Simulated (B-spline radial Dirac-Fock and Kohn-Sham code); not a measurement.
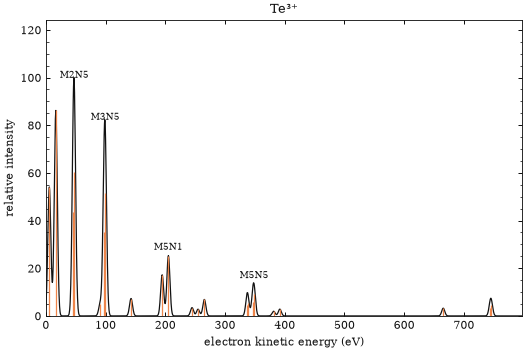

Auger and Coster–Kronig groups that fill an M1 (3s) hole, broadened by 6.0 eV full width. Kinetic energies count from the vacuum level; very weak lines are left out. Species: Te³⁺ ([Kr] 4d10 5s2 5p1), inside a Watson sphere of charge −3 and radius 3 Å that stands in for a crystal. Computed with a radial B-spline solver: independent-particle Coulomb rates on relativistic LDA orbitals, configuration-average energies from Dirac–Fock. Widths ruled by Coster–Kronig decay come out up to twice the measured ones in this model.

Q: Which group is strongest?

A: M1-M3N3 at 16.71 eV, 19 % of the non-radiative width.

Q: How wide is the M1 level from this decay?

A: The non-radiative width is 11.2 eV.
